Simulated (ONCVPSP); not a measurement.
**Gd: pseudopotential generation**

Gadolinium (Gd, Z = 64), core [Kr] 4d10, reference valence 4f7 5s2 5p6 5d1 6s1.5 6p0.5, valence charge 18. Computed at this level: ONCV potential, PBE, scalar-relativistic, made with ONCVPSP 4.0.1.

### Key numbers

- outcome: generated, with a ghost state
- cutoffs needed: 201 Ha and 226 Ha (the cutoffs at which the residual kinetic energy of the hardest occupied pseudo-wave falls to 1 and 0.1 mHa per electron)
- ghost test: GHOST(-) flagged for s at -918.9 eV, p at -413.8 eV, d at -128.7 eV; GHOST(+) flagged for s at 34.9 eV
- largest excitation error: -5.0 meV (all-electron minus pseudo) for 4f7 5s2 5p6 5d1 6s0 6p0, out of 4 test configurations
- clearest signs, in the scattering phases, of states that the all-electron atom lacks: s near 1.3 Ha
- range over which the phases arctan(r R′/R) at the test radius agree within 0.05 rad (a looser test near the poles than one of phase shifts): s: up to about 1.2 Ha; p: up to about 4.6 Ha; d: up to about 1.9 Ha; f: over the whole range computed
- hardware: 1 CPU thread, shared host
- wall time: 11 s

### Notes

The potential has a bound ghost state, so it can't be used as it stands.

### Input
```
# ATOM AND REFERENCE CONFIGURATION
# atsym  z   nc   nv     iexc    psfile
  Gd 64.00    9    6        4      upf
#
#   n    l    f
    1    0    2.00
    2    0    2.00
    2    1    6.00
    3    0    2.00
    3    1    6.00
    3    2   10.00
    4    0    2.00
    4    1    6.00
    4    2   10.00
    4    3    7.00
    5    0    2.00
    5    1    6.00
    5    2    1.00
    6    0    1.50
    6    1    0.50
#
# PSEUDOPOTENTIAL AND OPTIMIZATION
# lmax
    3
#
#   l,   rc,      ep,       ncon, nbas, qcut
    0    2.30    0.00    4    7    6.70
    1    2.30    0.00    4    8    5.70
    2    2.45    0.00    4    7    4.20
    3    0.85    0.00    4    9   24.00
#
# LOCAL POTENTIAL
# lloc, lpopt,  rc(5),   dvloc0
    4    5    0.60    0.00
#
# VANDERBILT-KLEINMAN-BYLANDER PROJECTORs
# l, nproj, debl
    0    2    3.40
    1    2    3.40
    2    1    3.20
    3    3    3.40
#
# MODEL CORE CHARGE
# icmod, fcfact, rcfact
    0    0.00    0.00
#
# LOG DERIVATIVE ANALYSIS
# epsh1, epsh2, depsh
   -3.00    5.00    0.02
#
# OUTPUT GRID
# rlmax, drl
    6.00    0.01
#
# TEST CONFIGURATIONS
# ncnf
    4
# nvcnf
#   n    l    f
    6
    4    3    7.00
    5    0    2.00
    5    1    6.00
    5    2    1.00
    6    0    2.00
    6    1    0.00
#
    6
    4    3    7.00
    5    0    2.00
    5    1    6.00
    5    2    1.00
    6    0    1.00
    6    1    0.00
#
    6
    4    3    7.00
    5    0    2.00
    5    1    6.00
    5    2    1.00
    6    0    0.00
    6    1    0.00
#
    6
    4    3    7.00
    5    0    2.00
    5    1    6.00
    5    2    1.00
    6    0    0.00
    6    1    1.00
#
```

Launched with:
```bash
oncvpsp.x < Gd.dat > Gd.out
```

### Output (extracts)
```
ONCVPSP  (Optimized Norm-Conservinng Vanderbilt PSeudopotential)
scalar-relativistic version 4.0.1

#   n    l    f        energy (Ha)
    1    0    2.00    -1.8413478E+03
    2    0    2.00    -3.0405035E+02
    2    1    6.00    -2.7055575E+02
    3    0    2.00    -6.7424708E+01
    3    1    6.00    -5.7050196E+01
    3    2   10.00    -4.3362709E+01
    4    0    2.00    -1.3600886E+01
    4    1    6.00    -1.0181541E+01
    4    2   10.00    -5.4528246E+00
    4    3    7.00    -3.4387297E-01
    5    0    2.00    -1.8524383E+00
    5    1    6.00    -1.0262342E+00
    5    2    1.00    -1.1233942E-01
    6    0    1.50    -1.6570004E-01
    6    1    0.50    -6.0205547E-02

Reference configufation results
  iterations    33
  all-electron total energy (Ha)   -1.12710677D+04

Begin loop to  construct optimized pseudo wave functions
and semi-local pseudopoentials for all angular momenta

Calculating optimized projector #   1

 for l=   0

    Fraction of norm inside rc  0.971150
    Optimizing pswf for qcut=   6.70 a_B^-1,  ecut=  22.45 Ha
    Residual kinetic energy error=  4.56D-08 Ha

    Energy error per electron        Cutoff
         Ha          eV             Ha
         0.01000     0.27211        9.20
         0.00100     0.02721       12.80
         0.00010     0.00272       15.51
         0.00001     0.00027       17.93

Calculating optimized projector #   2

 for l=   0

    Fraction of norm inside rc  0.083964
    Optimizing pswf for qcut=   6.70 a_B^-1,  ecut=  22.45 Ha
    Residual kinetic energy error=  2.96D-08 Ha

    Energy error per electron        Cutoff
         Ha          eV             Ha
         0.01000     0.27211        6.73
         0.00100     0.02721       11.50
         0.00010     0.00272       14.96
         0.00001     0.00027       17.64

Calculating optimized projector #   1

 for l=   1

    Fraction of norm inside rc  0.905906
    Optimizing pswf for qcut=   5.71 a_B^-1,  ecut=  16.27 Ha
    Residual kinetic energy error=  8.16D-07 Ha

    Energy error per electron        Cutoff
         Ha          eV             Ha
         0.01000     0.27211        5.26
         0.00100     0.02721        6.84
         0.00010     0.00272        9.78
         0.00001     0.00027       13.61

Calculating optimized projector #   2

 for l=   1

    Fraction of norm inside rc  0.029162
    Optimizing pswf for qcut=   5.71 a_B^-1,  ecut=  16.27 Ha
    Residual kinetic energy error=  5.23D-07 Ha

    Energy error per electron        Cutoff
         Ha          eV             Ha
         0.01000     0.27211        3.49
         0.00100     0.02721        5.29
         0.00010     0.00272        7.27
         0.00001     0.00027       12.80

Calculating optimized projector #   1

 for l=   2

    Fraction of norm inside rc  0.484885
    Optimizing pswf for qcut=   4.20 a_B^-1,  ecut=   8.81 Ha
    Residual kinetic energy error=  3.00D-04 Ha

    Energy error per electron        Cutoff
         Ha          eV             Ha
         0.01000     0.27211        5.74
         0.00100     0.02721        7.78
         0.00010     0.00272       13.19
         0.00001     0.00027       26.43

   Wellstate for l =  3  n =  6
     eigenvalue =   3.0561
     asymptotic potential =   3.5561
     half-point radius =  2.8895

   Wellstate for l =  3  n =  7
     eigenvalue =   6.4561
     asymptotic potential =   6.9561
     half-point radius =  2.5866

Calculating optimized projector #   1

 for l=   3

    Fraction of norm inside rc  0.594601
    Optimizing pswf for qcut=  24.00 a_B^-1,  ecut= 288.03 Ha
    Residual kinetic energy error=  8.57D-07 Ha

    Energy error per electron        Cutoff
         Ha          eV             Ha
         0.01000     0.27211      171.30
         0.00100     0.02721      201.13
         0.00010     0.00272      225.63
         0.00001     0.00027      246.30

Calculating optimized projector #   2

 for l=   3

    Fraction of norm inside rc  0.047791
    Optimizing pswf for qcut=  24.00 a_B^-1,  ecut= 288.03 Ha
    Residual kinetic energy error=  8.58D-09 Ha

    Energy error per electron        Cutoff
         Ha          eV             Ha
         0.01000     0.27211      150.28
         0.00100     0.02721      186.46
         0.00010     0.00272      215.88
         0.00001     0.00027      239.89

Calculating optimized projector #   3

 for l=   3

    Fraction of norm inside rc  0.034419
    Optimizing pswf for qcut=  24.00 a_B^-1,  ecut= 288.03 Ha
    Residual kinetic energy error=  3.87D-08 Ha

    Energy error per electron        Cutoff
         Ha          eV             Ha
         0.01000     0.27211      158.75
         0.00100     0.02721      195.95
         0.00010     0.00272      225.20
         0.00001     0.00027      248.97

Construct Vanderbilt / Kleinmman-Bylander projectors

B matrix Hermiticity error, ll=   0
   1   2    1.4137E-04

  Orthonormal projector coefficients  2.5073E+01  2.1190E+00

B matrix Hermiticity error, ll=   1
   1   2    4.7325E-05

  Orthonormal projector coefficients  1.7095E+01  6.5169E-01

B matrix Hermiticity error, ll=   3
   1   2   -7.2117E-04
   1   3    1.2344E-03
   2   3    2.3720E-04

  Orthonormal projector coefficients -3.3971E+01 -1.3154E+01 -2.0448E+00

Pseudoatom total energy -110.853130

Diagnostic tests using Vanderbilt-Kleinman-Bylander pseudopotentials
  1 or more projectors used as specified by nproj input data

   l    rcore       rmatch      e in        delta e   norm test  slope test

   0   2.3127965   2.3830180  -1.8524383   0.0000007   1.0001252   1.0001150
   0   2.3127965   2.3830180  -0.1657000   0.0000010   1.0000230   1.0000196

   1   2.3127965   2.3830180  -1.0262342  -0.0000003   1.0000978   1.0001005
   1   2.3127965   2.3830180  -0.0602055   0.0000009   1.0000265   1.0000230

   2   2.4553716   2.5299220  -0.1123394   0.0000002   1.0000009   1.0000022

   3   0.8516765   0.8775352  -0.3438730  -0.0005704   1.0002892   0.9994199
   3   0.8516765   0.8775352   3.0561270  -0.0007198   1.0006647   1.0006647
   3   0.8516765   0.8775352   6.4561270   0.0002363   1.0008567   1.0008567

 Testing for bound ghosts
   n   l    E NL Schr. Eq   E Basis Diag.   E Cutoff

       0                      -33.769952     35.71  WARNING - GHOST(-)
   1   0       -1.852438       -1.852414     35.71
   2   0       -0.165699       -0.147349     35.71

       1                      -15.208262     56.85  WARNING - GHOST(-)
   2   1       -1.026235       -1.026212     56.85
   3   1       -0.060205       -0.000716     56.85

       2                       -4.730354     30.44  WARNING - GHOST(-)
   3   2       -0.112339       -0.108719     30.44

   4   3       -0.344443       -0.319567    841.34

 Testing for highly-localized positive-energy ghosts
       l    <radius>/rc     E Basis Diag.   E Cutoff

       0        0.342700        1.281465     35.71  WARNING - GHOST(+)

Test configuration 0

   n   l     f        eae           eps        diff
   1   0  2.0000-1841.34780486
   2   0  2.0000 -304.05035200
   2   1  6.0000 -270.55574580
   3   0  2.0000  -67.42470844
   3   1  6.0000  -57.05019647
   3   2 10.0000  -43.36270907
   4   0  2.0000  -13.60088564
   4   1  6.0000  -10.18154093
   4   2 10.0000   -5.45282461
   4   3  7.0000   -0.34387297   -0.34444342   -5.70D-04
   5   0  2.0000   -1.85243834   -1.85243769    6.54D-07
   5   1  6.0000   -1.02623418   -1.02623452   -3.35D-07
   5   2  1.0000   -0.11233942   -0.11233918    2.44D-07
   6   0  1.5000   -0.16570004   -0.16569904    9.92D-07
   6   1  0.5000   -0.06020555   -0.06020460    9.46D-07

    Total energies and differences
      AE_ref= -1.12710677D+04  AE_tst= -1.12710677D+04  dif=  0.00D+00
      PS_ref= -1.10853130D+02  PS_tst= -1.10853130D+02  dif=  7.11D-14
      PSP excitation error= -7.11D-14

Test configuration 1

   n   l     f        eae           eps        diff
   1   0  2.0000-1841.32329295
   2   0  2.0000 -304.02607810
   2   1  6.0000 -270.53147182
   3   0  2.0000  -67.40048395
   3   1  6.0000  -57.02597185
   3   2 10.0000  -43.33848399
   4   0  2.0000  -13.57659179
   4   1  6.0000  -10.15724169
   4   2 10.0000   -5.42852876
   4   3  7.0000   -0.31960196   -0.31993258   -3.31D-04
   5   0  2.0000   -1.82793988   -1.82793746    2.42D-06
   5   1  6.0000   -1.00195343   -1.00199908   -4.56D-05
   5   2  1.0000   -0.09308578   -0.09310537   -1.96D-05
   6   0  2.0000   -0.15162985   -0.15162523    4.62D-06

    Total energies and differences
      AE_ref= -1.12710677D+04  AE_tst= -1.12711197D+04  dif= -5.20D-02
      PS_ref= -1.10853130D+02  PS_tst= -1.10905147D+02  dif= -5.20D-02
      PSP excitation error=  1.01D-05

Test configuration 2

   n   l     f        eae           eps        diff
   1   0  2.0000-1841.55764028
   2   0  2.0000 -304.25927841
   2   1  6.0000 -270.76474124
   3   0  2.0000  -67.63334664
   3   1  6.0000  -57.25884306
   3   2 10.0000  -43.57134549
   4   0  2.0000  -13.80953925
   4   1  6.0000  -10.39020297
   4   2 10.0000   -5.66145858
   4   3  7.0000   -0.55235424   -0.55341302   -1.06D-03
   5   0  2.0000   -2.06090639   -2.06104818   -1.42D-04
   5   1  6.0000   -1.23463532   -1.23466177   -2.64D-05
   5   2  1.0000   -0.30882791   -0.30878271    4.52D-05
   6   0  1.0000   -0.34088189   -0.34088773   -5.84D-06

    Total energies and differences
      AE_ref= -1.12710677D+04  AE_tst= -1.12708755D+04  dif=  1.92D-01
      PS_ref= -1.10853130D+02  PS_tst= -1.10660866D+02  dif=  1.92D-01
      PSP excitation error= -5.56D-05

Test configuration 3

   n   l     f        eae           eps        diff
   1   0  2.0000-1841.83372001
   2   0  2.0000 -304.53364645
   2   1  6.0000 -271.03922720
   3   0  2.0000  -67.90680933
   3   1  6.0000  -57.53232382
   3   2 10.0000  -43.84486862
   4   0  2.0000  -14.08317225
   4   1  6.0000  -10.66389317
   4   2 10.0000   -5.93516214
   4   3  7.0000   -0.82556784   -0.82754464   -1.98D-03
   5   0  2.0000   -2.33421192   -2.33449219   -2.80D-04
   5   1  6.0000   -1.50610298   -1.50608398    1.90D-05
   5   2  1.0000   -0.55777293   -0.55762248    1.50D-04

    Total energies and differences
      AE_ref= -1.12710677D+04  AE_tst= -1.12704308D+04  dif=  6.37D-01
      PS_ref= -1.10853130D+02  PS_tst= -1.10216074D+02  dif=  6.37D-01
      PSP excitation error= -1.85D-04

Test configuration 4

   n   l     f        eae           eps        diff
   1   0  2.0000-1841.60392449
   2   0  2.0000 -304.30514824
   2   1  6.0000 -270.81059340
   3   0  2.0000  -67.67906872
   3   1  6.0000  -57.30456416
   3   2 10.0000  -43.61708418
   4   0  2.0000  -13.85546427
   4   1  6.0000  -10.43614836
   4   2 10.0000   -5.70741388
   4   3  7.0000   -0.59820078   -0.59978064   -1.58D-03
   5   0  2.0000   -2.10722856   -2.10732103   -9.25D-05
   5   1  6.0000   -1.27999288   -1.27987995    1.13D-04
   5   2  1.0000   -0.34464459   -0.34453976    1.05D-04
   6   1  1.0000   -0.23408176   -0.23408456   -2.80D-06

    Total energies and differences
      AE_ref= -1.12710677D+04  AE_tst= -1.12707441D+04  dif=  3.24D-01
      PS_ref= -1.10853130D+02  PS_tst= -1.10529437D+02  dif=  3.24D-01
      PSP excitation error= -8.39D-05
```

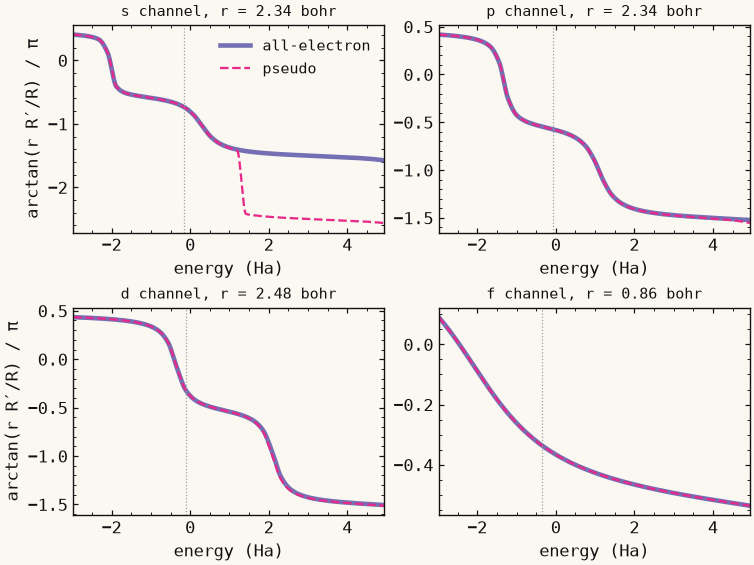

*Unwrapped phase arctan(r R′/R) in units of π against energy, all-electron (solid) and pseudo (dashed); the pseudo phase is matched to the all-electron one at the reference energy. Here R(r) is the radial function. A near-vertical step is a level narrower than the spacing of the points behind the curves. The dotted line marks the reference energy of the channel.*

- First channel to depart above its reference energy: the s channel: its phase error passes 0.05 rad 1.3 Ha above its reference energy, against 2.0 Ha for d.
- Ghost states: Going away from the reference energies, the phases part by more than π/2 in: s at about 1.3 Ha (above its reference energy, pseudo phase lower, at the flagged ghost). Such a step is either a state that only one of the two atoms has or an ordinary level shifted in energy. The separate test gives: GHOST(-) flagged for s at -918.9 eV, p at -413.8 eV, d at -128.7 eV; GHOST(+) flagged for s at 34.9 eV. The bound ghosts lie below the range of the plot.

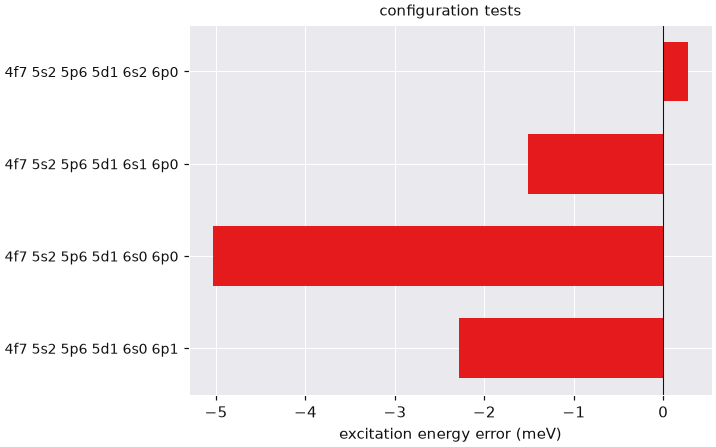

*Errors, all-electron minus pseudo, of the energies of valence configurations relative to the unpolarised reference 4f7 5s2 5p6 5d1 6s1.5 6p0.5.*

- Worst configuration: 4f7 5s2 5p6 5d1 6s0 6p0 (charge +2): the error is -5.0 meV on an all-electron energy of +17.33 eV relative to the reference, or 0.029 %.
- Errors in meV: 4f7 5s2 5p6 5d1 6s2 6p0: +0.3; 4f7 5s2 5p6 5d1 6s1 6p0: -1.5; 4f7 5s2 5p6 5d1 6s0 6p0: -5.0; 4f7 5s2 5p6 5d1 6s0 6p1: -2.3.
- Configurations within 10 meV and within 50 meV: 4 and 4 of 4. The potential isn't sound: its ghost test gives GHOST(-) flagged for s at -918.9 eV, p at -413.8 eV, d at -128.7 eV; GHOST(+) flagged for s at 34.9 eV.

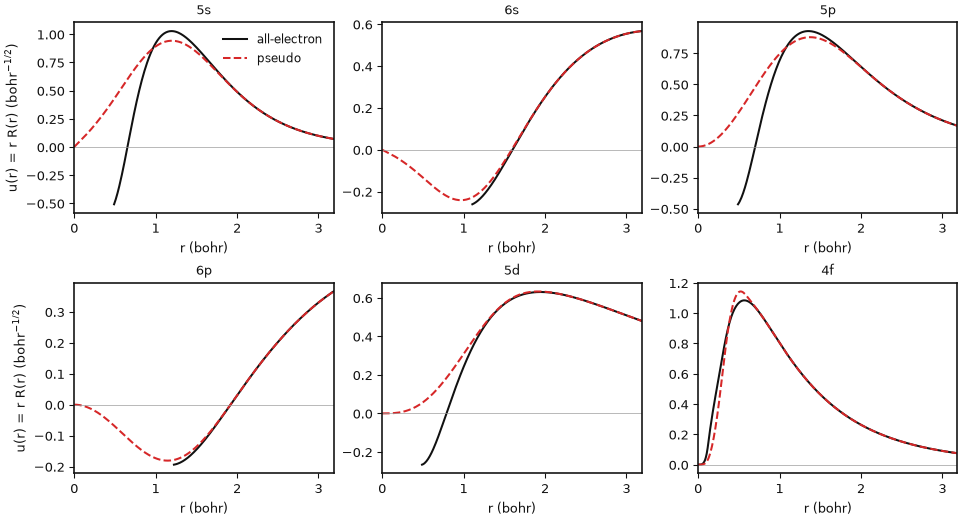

*Partial waves u(r) = r R(r), all-electron (solid) and pseudo (dashed). The innermost oscillations of some all-electron curves aren't drawn. Reference configuration 4f7 5s2 5p6 5d1 6s1.5 6p0.5.*

- Matching radii: 5s at 2.30 bohr; 6s at 2.30 bohr; 5p at 2.30 bohr; 6p at 2.30 bohr; 5d at 2.45 bohr; 4f at 0.85 bohr. The curves merge smoothly, so the plot gives these only roughly.
- Nodes of the pseudo-waves: 5s has no node; 6s has a node at about 1.6 bohr; 5p has no node; 6p has a node at about 1.9 bohr; 5d has no node; 4f has no node. A node in 6s and 6p is expected, since a lower shell of the same l is also in the valence and the two must stay orthogonal.
